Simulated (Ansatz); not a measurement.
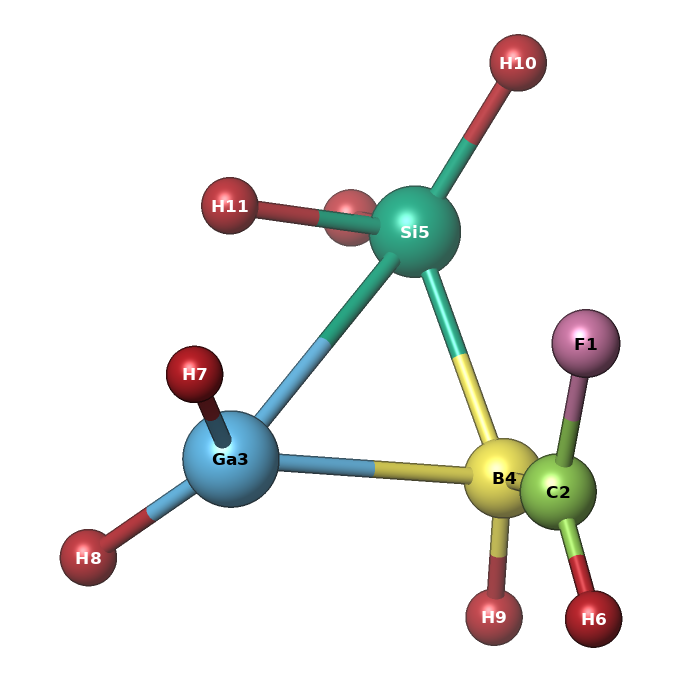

B4 lies behind C2. The molecule seen a little off the C2–B4 bond, C2 in front. Depth is shown by fading: the farther an atom, the more it takes the colour of the background. The geometry was computed by an optimisation with PBE-D4/def2-SVP. No frequency run is at hand to confirm it as a minimum.

### What is the torsion angle F1–C2–B4–Ga3? The sign is positive where the front bond must turn clockwise to cover the back bond.

−84°, about perpendicular.
